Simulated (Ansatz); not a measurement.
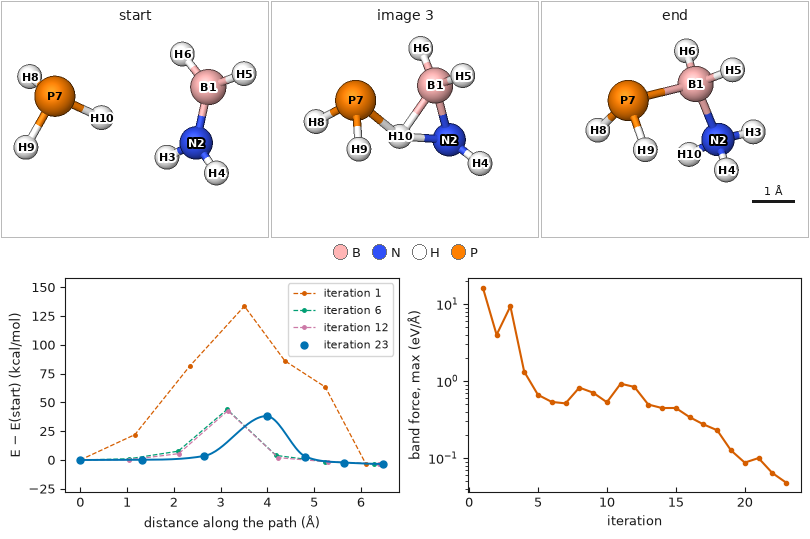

A nudged-elastic-band calculation for BPNH7, made up at the start of BNH$_{4}$ and PH$_{3}$. Images are numbered from 0 (start) to 6 (end). The plot follows the band through its iterations. Style: ball-and-stick. Shown at a tilt.

Theory: RKS PBE0/6-31G* (Ansatz). Run with 5 movable images; climbing image; force threshold 0.05 eV/Å; iteration limit 60; starting path through a guess of the saddle point.

**Did the band converge, and can the barrier be trusted?**

The result is final at these settings. The band converged in 23 iterations. The largest component of the band force went from 16 to 0.048 eV/Å. The climbing image converged on the top of the path. Its vibrational analysis gives one imaginary mode (1313i cm⁻¹), as a transition state must have. The first iteration put the highest image at 133.6 kcal/mol. The energy climbs by 38.1 kcal/mol to image 3 and then falls by 41.5 kcal/mol, so the end point sits at −3.4 kcal/mol.

Limits of the set-up: the start holds two separate molecules, 3.0 Å apart at their closest, whose relative position is a soft coordinate and is computed without a dispersion correction.

Cost: 2.4 min on 1 thread of Intel(R) Xeon(R) 6975P-C (Granite Rapids) (shared host), peak memory 0.14 GiB.
